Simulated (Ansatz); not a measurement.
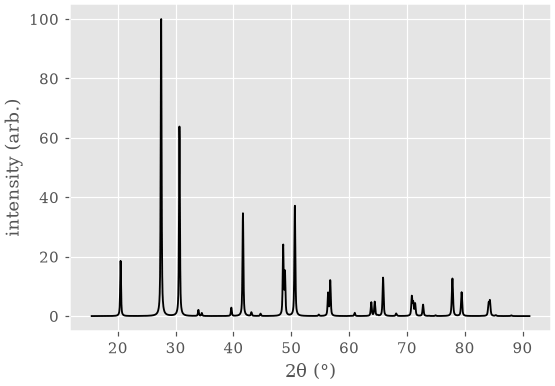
Fig. 1. Simulated powder pattern, Cu Kα, λ = 1.54184 Å

The pattern belongs to a structure relaxed with the program Ansatz at the r²SCAN level (PAW).

### Question
Pick the material that matches.
A. SnTeO3, R3c (Sn on 6a, Te on 6a, O on 18b)
B. ZrO2, P4_2/nmc (Zr on 2a, O on 4d)
C. MgO, rock salt
D. TePb, P-6m2 (Pb on 1a, Te on 1f)

### Answer
A, SnTeO3, R3c (Sn on 6a, Te on 6a, O on 18b)

The start of the workflow was typed in or built on a structure type; neither database checked (COD, Materials Project) lists it. Its standing as an ambient phase is unchecked. The cell was relaxed with r²SCAN under the symmetry of its start; whether a distortion lowers the energy is not shown. The volume moved by 26 % from the start of the relaxation. Spin–orbit coupling is left out wherever it is not named.

Potentials: the later of the program's two PAW sets.
